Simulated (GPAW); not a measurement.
# CrClO (Pmmn): the O K absorption edge, part 3 of 3

What does one-electron theory with a core hole give for the O K edge of CrClO (Pmmn)?

GPAW 26.7.0; X-ray absorption from dipole matrix elements to empty bands, plane-wave PAW LDA+U.

So far. Step 5 (Spectrum with FCH, O atom 5): The hole costs E(hole) − E(ground) = 521.09 eV, and the lowest empty level of the hole cell on the spectrum's mesh lies at 4.75 eV, which puts the zero at 525.84 eV. Step 6 (Spectrum with XCH, O atom 5): The iterations didn't settle within their limit, so this step gives no result.

## Step 7: Cell without a hole, the energy reference

Level of this step: plane-wave PAW DFT, LDA+U, self-consistent field (GPAW).

The cell and mesh change for the next run, so it gets a reference energy of its own.

scf.py

```python
import numpy as np
from ase import Atoms
from ase.parallel import parprint, paropen
from gpaw import GPAW, PW, FermiDirac, Mixer, MixerDif, setup_paths
from gpaw.test import gen
setup_paths.insert(0, '.')
gen('O', name='nch1s', xcname='LDA', corehole=(1, 0, 0), write_xml=True)
from gpaw.mpi import world
world.barrier()

atoms = Atoms('Cr2Cl2O2',
    cell=[[3.19007562, 0, 0],
     [0, 3.86656054, 0],
     [0, 0, 7.95246044]],
    scaled_positions=[[0.5, 0.5, 0.89395968],
     [0, 0, 0.10604032],
     [0.5, 0, 0.31857806],
     [0, 0.5, 0.68142194],
     [0, 0.5, 0.0521821],
     [0.5, 0, 0.9478179]],
    magmoms=[3.0, -3.0, 0.0, 0.0, 0.0, 0.0],
    pbc=True)
atoms.calc = calc = GPAW(legacy_gpaw=True, mode=PW(500, force_complex_dtype=True), xc='LDA', setups={'Cr': ':d,3.7', 4: 'nch1s'},
    kpts={'size': (4, 3, 2), 'gamma': True}, occupations=FermiDirac(0.02),
    charge=0, mixer=MixerDif(0.05, 8, 50), maxiter=150,
    convergence={'density': 0.0001, 'eigenstates': 1e-6}, txt='scf.txt')
energy = atoms.get_potential_energy() + calc.get_reference_energy()
ef = calc.get_fermi_level()
out = dict(energy=energy, fermi=ef, forces=atoms.get_forces().tolist(), magmoms=atoms.get_magnetic_moments().tolist())
parprint(f'all-electron energy {energy:.4f} eV, Fermi level {ef:.4f} eV')
ev = np.array([[calc.get_eigenvalues(k, s) for k in range(len(calc.get_ibz_k_points()))] for s in range(calc.get_number_of_spins())])
out['homo'], out['lumo'], out['counts'] = ev[ev < ef].max(), ev[ev > ef].min(), sorted(set((ev < ef).sum((0, 2)).tolist()))
out['filled'] = (ev[:, 0] < ef).sum(1).tolist()
import json
with paropen('out.json', 'w') as f:
    json.dump(out, f)
```

On the command line:

```
> OMP_NUM_THREADS=1 mpirun -n 4 gpaw python scf.py
```

Numbers of over 12 decimals in the logs are rounded to 6 here.

Log:

```text
Input parameters:
  convergence: {density: 0.0001,
                eigenstates: 1e-06}
  kpts: {gamma: True,
         size: (4, 3, 2)}
  maxiter: 150
  mixer: {backend: pulay,
          beta: 0.05,
          method: difference,
          nmaxold: 8,
          weight: 50}
  mode: {ecut: 500.0,
         force_complex_dtype: True,
         name: pw}
  occupations: {fixmagmom: False,
                name: fermi-dirac,
[...]
--------------------------------
2s(2) :    -0.872866     1.079797
*s    :     0.127134
2p(4) :    -0.337925     0.876472
*p    :     0.662075
*d    :     0.000000
--------------------------------

Diagonalizing with gridspacing h=0.050

state   all-electron     PAW
-------------------------------
2s:      -0.872866    -0.873954
2p:      -0.337925    -0.341740
*d:                    0.050276
*f:                    0.077289
-------------------------------
all-electron energy -86190.7773 eV, Fermi level 3.1551 eV
[key lines of the parts left out:]
Converged after 32 iterations.
Dipole moment: (-0.000000, -0.000000, -0.000000) |e|*Ang
Free energy:    -43.335140
Fermi level: 3.15509
```

Wall time 17 s (4 MPI ranks of Intel Xeon Platinum 8488C (Sapphire Rapids), shared host); peak memory 0.24 GiB.

## Step 8: Spectrum with FCH, O atom 5

A smaller cell brings the holes closer; here they are 3.2 Å apart.

Changed against the first core-hole run: supercell atoms from 12 to 6; the field's mesh follows (3×3×3 to 4×3×2).

xas.py

```python
import numpy as np
from ase import Atoms
from ase.parallel import parprint, paropen
from gpaw import GPAW, PW, FermiDirac, Mixer, MixerDif, setup_paths
from gpaw.test import gen
setup_paths.insert(0, '.')
gen('O', name='fch1s', xcname='LDA', corehole=(1, 0, 1), write_xml=True)
from gpaw.mpi import world
world.barrier()

atoms = Atoms('Cr2Cl2O2',
    cell=[[3.19007562, 0, 0],
     [0, 3.86656054, 0],
     [0, 0, 7.95246044]],
    scaled_positions=[[0.5, 0.5, 0.89395968],
     [0, 0, 0.10604032],
     [0.5, 0, 0.31857806],
     [0, 0.5, 0.68142194],
     [0, 0.5, 0.0521821],
     [0.5, 0, 0.9478179]],
    magmoms=[3.0, -3.0, 0.0, 0.0, 0.0, 0.0],
    pbc=True)
atoms.calc = calc = GPAW(legacy_gpaw=True, mode=PW(500, force_complex_dtype=True), xc='LDA', setups={'Cr': ':d,3.7', 4: 'fch1s'},
    kpts={'size': (4, 3, 2), 'gamma': True}, occupations=FermiDirac(0.02),
    charge=0, mixer=MixerDif(0.05, 8, 50), maxiter=150,
    convergence={'density': 0.0001, 'eigenstates': 1e-6}, txt='scf.txt')
energy = atoms.get_potential_energy() + calc.get_reference_energy()
ef = calc.get_fermi_level()
out = dict(energy=energy, fermi=ef, forces=atoms.get_forces().tolist(), magmoms=atoms.get_magnetic_moments().tolist())
parprint(f'all-electron energy {energy:.4f} eV, Fermi level {ef:.4f} eV')
ev = np.array([[calc.get_eigenvalues(k, s) for k in range(len(calc.get_ibz_k_points()))] for s in range(calc.get_number_of_spins())])
out['homo'], out['lumo'], out['counts'] = ev[ev < ef].max(), ev[ev > ef].min(), sorted(set((ev < ef).sum((0, 2)).tolist()))
out['filled'] = (ev[:, 0] < ef).sum(1).tolist()

from ase.units import Ha
from gpaw.xas import dipole_matrix_elements
nb = int(calc.get_number_of_electrons() / 2) + 71
top, nb = nb, nb + 8 + nb // 12
nscf = calc.fixed_density(kpts={'size': (5, 4, 2), 'gamma': True}, nbands=nb,
    convergence={'bands': top, 'eigenstates': 5e-3}, maxiter=60, txt='nscf.txt')
cell = atoms.cell.array
ops = [cell.T @ U.T @ np.linalg.inv(cell.T) for U in nscf.wfs.kd.symmetry.op_scc]
filled = [19, 19]  # bands filled in the ground state, by spin
E = np.arange(-6, 34, 0.1)
fwhm = np.interp(E, [4, 25], [0.9, 3.5])
Y, X, zero, highest = 0, 0, 1e9, 1e9
for spin in range(nscf.get_number_of_spins()):
    wfs = nscf.wfs
    mine = wfs.bd.get_slice()  # this rank's bands
    A = dipole_matrix_elements(wfs.setups[4])
    eps = np.zeros((wfs.kd.nibzkpts, nb))
    d = np.zeros((3, A.shape[1], wfs.kd.nibzkpts, nb), complex)
    for kpt in wfs.kpt_u:
        if kpt.s == spin and 4 in kpt.P_ani:
            eps[kpt.k, mine] = kpt.eps_n * Ha
            d[:, :, kpt.k, mine] = (kpt.weight * wfs.nspins / 2) ** 0.5 * np.inner(A, kpt.P_ani[4])
    world.sum(eps)
    world.sum(d)
    T = np.einsum('amkn,bmkn->abkn', d, d.conj()).real
    T = sum(np.einsum('ai,ijkn,bj->abkn', R, T, R) for R in ops) / len(ops)
    empty = np.ones_like(eps, bool) & (np.arange(nb) >= filled[spin])
    zero, highest = min(zero, eps[empty].min()), min(highest, eps[:, top - 1].min())
    lines = [(eps, T, empty)] if spin == 0 else lines + [(eps, T, empty)]
for eps, T, empty in lines:
    f = np.einsum('aakn->akn', T).reshape(3, -1)
    x = eps.ravel() - zero
    w = np.interp(x, E, fwhm) / 2.35482
    g = np.exp(-0.5 * ((E[:, None] - x) / w) ** 2) / (w * (2 * np.pi) ** 0.5)
    Y = Y + (f * empty.ravel()) @ g.T
    X = X + (f * ~empty.ravel()) @ g.T
out.update(E=E.round(2).tolist(), xas=Y.tolist(), xes=X.tolist(), zero=zero, valid=highest - zero, nk=len(eps), nb=nb)
for i in range(0, len(E), 10):
    parprint(f'{E[i]:7.2f}', *(f'{v:10.3e}' for v in Y[:, i]))
import json
with paropen('out.json', 'w') as f:
    json.dump(out, f)
```

On the command line:

```
> OMP_NUM_THREADS=1 mpirun -n 4 gpaw python xas.py
```

Log:

```text
Input parameters:
  convergence: {density: 0.0001,
                eigenstates: 1e-06}
  kpts: {gamma: True,
         size: (4, 3, 2)}
  maxiter: 150
  mixer: {backend: pulay,
          beta: 0.05,
          method: difference,
          nmaxold: 8,
          weight: 50}
  mode: {ecut: 500.0,
         force_complex_dtype: True,
         name: pw}
  occupations: {fixmagmom: False,
                name: fermi-dirac,
[...]
2s:      -1.594915    -1.596334
2p:      -1.067100    -1.073375
*d:                   -0.060686
*f:                   -0.013559
-------------------------------
all-electron energy -85669.5396 eV, Fermi level 3.2026 eV
  -6.00  2.438e-61  2.781e-65  4.447e-59
  -5.00  6.868e-45  7.963e-48  1.133e-42
  -4.00  2.596e-31  2.519e-33  3.111e-29
  -3.00  1.633e-20  8.880e-22  9.259e-19
[...]
32.00  1.365e-04  1.086e-04  7.940e-05
  33.00  1.232e-04  1.230e-04  9.586e-05
[key lines of the parts left out:]
Converged after 36 iterations.
Dipole moment: (-0.000000, 0.000000, -0.203291) |e|*Ang
Free energy:    -72.764168
Fermi level: 3.20262
```

Run time: 36 s. Hardware: 4 MPI ranks; peak memory 0.33 GiB; 2.4 min of CPU time.

These settings depart from the first run's and aren't meant as converged.

The scaled spectrum changes by 11 % r.m.s. Another feature, at 0.7 eV (1.73), becomes the highest below 16 eV; the one at 9.3 eV (1.66) is now at 9.9 eV (1.59).

| E (eV) | first run | this run |
| --- | --- | --- |
| -2.0 | 0.00 | 0.00 |
| -0.5 | 0.16 | 0.11 |
| 1.0 | 1.19 | 1.56 |
| 2.5 | 1.56 | 1.50 |
| 4.0 | 0.25 | 0.27 |
| 5.5 | 0.47 | 0.33 |
| 7.0 | 1.34 | 1.18 |
| 8.5 | 1.50 | 1.41 |
| 10.0 | 1.50 | 1.59 |
| 11.5 | 1.06 | 1.08 |
| 13.0 | 1.06 | 1.04 |
| 14.5 | 0.72 | 0.80 |
| 16.0 | 0.71 | 0.70 |
| 17.5 | 0.80 | 0.82 |
| 19.0 | 0.83 | 0.86 |
| 20.5 | 0.76 | 0.78 |
| 22.0 | 0.61 | 0.65 |
| 23.5 | 0.52 | 0.54 |
| 25.0 | 0.54 | 0.54 |
| 26.5 | 0.57 | 0.55 |
| 28.0 | 0.59 | 0.57 |
| 29.5 | 0.65 | 0.66 |
| 31.0 | 0.81 | 0.78 |

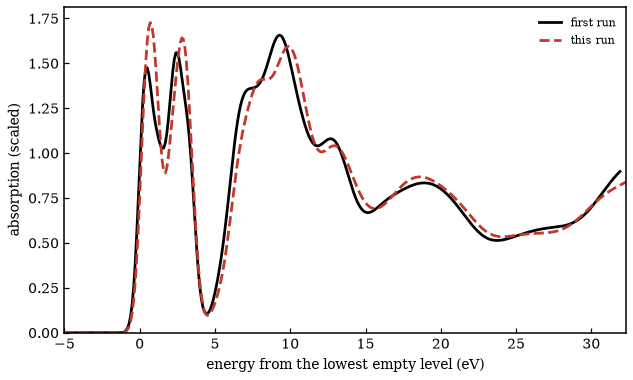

This run beside the first core-hole run.

## Step 9: What the core hole does

Both curves are counted from their own zero, so only the shift of weight within the empty states shows.

| E (eV) | no hole | FCH |
| --- | --- | --- |
| -2.0 | 0.00 | 0.00 |
| -1.0 | 0.01 | 0.01 |
| 0.0 | 0.72 | 0.94 |
| 1.0 | 1.55 | 1.19 |
| 2.0 | 1.64 | 1.28 |
| 3.0 | 1.44 | 1.30 |
| 4.0 | 0.34 | 0.25 |
| 5.0 | 0.29 | 0.22 |
| 6.0 | 0.76 | 0.83 |
| 7.0 | 0.93 | 1.34 |
| 8.0 | 0.98 | 1.39 |
| 9.0 | 1.39 | 1.63 |
| 10.0 | 1.47 | 1.50 |
| 11.0 | 1.13 | 1.15 |
| 12.0 | 1.02 | 1.05 |
| 13.0 | 1.12 | 1.06 |
| 14.0 | 0.98 | 0.83 |
| 15.0 | 0.78 | 0.67 |
| 16.0 | 0.75 | 0.71 |
| 17.0 | 0.81 | 0.77 |
| 18.0 | 0.83 | 0.82 |
| 19.0 | 0.82 | 0.83 |
| 20.0 | 0.76 | 0.80 |
| 21.0 | 0.68 | 0.72 |
| 22.0 | 0.59 | 0.61 |
| 23.0 | 0.52 | 0.53 |
| 24.0 | 0.49 | 0.52 |
| 25.0 | 0.48 | 0.54 |
| 26.0 | 0.47 | 0.56 |
| 27.0 | 0.47 | 0.58 |
| 28.0 | 0.47 | 0.59 |
| 29.0 | 0.49 | 0.62 |
| 30.0 | 0.55 | 0.70 |
| 31.0 | 0.61 | 0.81 |

With each curve scaled to its own mean, the area from −2 to 6 eV with the hole is 5.6 against 6.4, and the centre of weight from −1 to 20 eV moves by +0.1 eV (first and strongest maxima below 20 eV: 1.0 eV (1.55), 2.3 eV (1.80) and 9.7 eV (1.50) without the hole, 0.5 eV (1.48), 2.5 eV (1.56) and 9.3 eV (1.66) with it): the weight at the onset falls, probably as the absorber's own filled states drop away from the neighbours' empty ones and mix less with them.

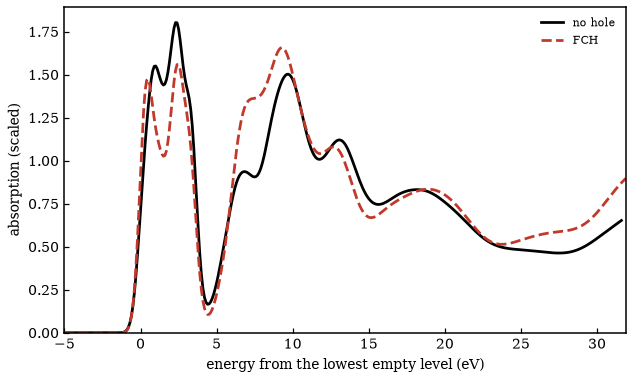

The O K edge with and without the core hole, each from its own zero; the highest intensity below 16 eV lies at 9.3 eV with the hole.

## Step 10: Outcome

- absorber and edge: O K, atom 5 of the ground-state input (counted from 1)
- surroundings: 2 Cr at 1.98 Å and 2 Cr at 2.03 Å (4-fold, site symmetry mm2)
- highest intensity below 16 eV: 9.3 eV above the zero, height 1.66
- photon energy of the zero (spin-polarised hole, raw): 525.8 eV (LDA puts this hole about 4 eV below PBE, itself good to a few eV)

**Reading.** The O K edge of atom 5, with 2 Cr at 1.98 Å and 2 Cr at 2.03 Å (4-fold, site symmetry mm2), has its highest intensity of the first 16 eV at 9.3 eV above the zero, near 535 eV in photon energy (LDA puts this hole about 4 eV below PBE, itself good to a few eV), 1.7 times the mean level of the first 20 eV (Gaussian full width 0.9 eV up to 4 eV, rising linearly to 3.5 eV at 25 eV). With each curve scaled to its own mean, the area from −2 to 6 eV with the hole is 5.6 against 6.4, and the centre of weight from −1 to 20 eV moves by +0.1 eV (first and strongest maxima below 20 eV: 1.0 eV (1.55), 2.3 eV (1.80) and 9.7 eV (1.50) without the hole, 0.5 eV (1.48), 2.5 eV (1.56) and 9.3 eV (1.66) with it): the weight at the onset falls, probably as the absorber's own filled states drop away from the neighbours' empty ones and mix less with them. A cell with holes 3.2 Å apart changes the curve by 11 % r.m.s. (8 % after the best shift). At the O K edge of atom 5 polarisation matters most near 2.4 eV, where the curves differ by 1.5 on this scale. The hole lies in one spin channel, while the script sums the empty states of both and takes the lower zero; where the two channels are split, this blurs and shifts the curve. The spins start antiferromagnetically in a simple order, which needn't be the measured one; gap and edge can depend on it. The holes are only 5.0 Å apart, so the shape is probably not converged with cell size; no larger cell was run here. The mesh is coarse (0.45 Å⁻¹ between points), so small maxima may be mesh ripples. Lifetime broadening is put in by hand, and intensities beyond about 20 eV depend on it and on the partial waves; weight that the partial waves miss at high energy is lost. The structure is a computed Materials Project entry and may be a hypothetical form.

[Banner, clock and machine lines of the logs are left out without a mark of their own.]

[Logs are printed without paths, hosts, clocks, repeated set-up lines and the standing remarks that a program may print on its own settings, such as how far it seeks lower states.]

[Hosts, paths, dates, database ids (printed as entryN), source tags and the programs' standing remarks are cut or masked in the printed files.]

[Lists of maxima count a maximum above −3 eV only where it reaches 4 % of the highest in the window and stands out from its surroundings by 2 % of it (1.5 % where it reaches 55 %); shoulders and weaker maxima are passed over, and of the rest the first, up to two pre-edge ones and the few strongest are named.]
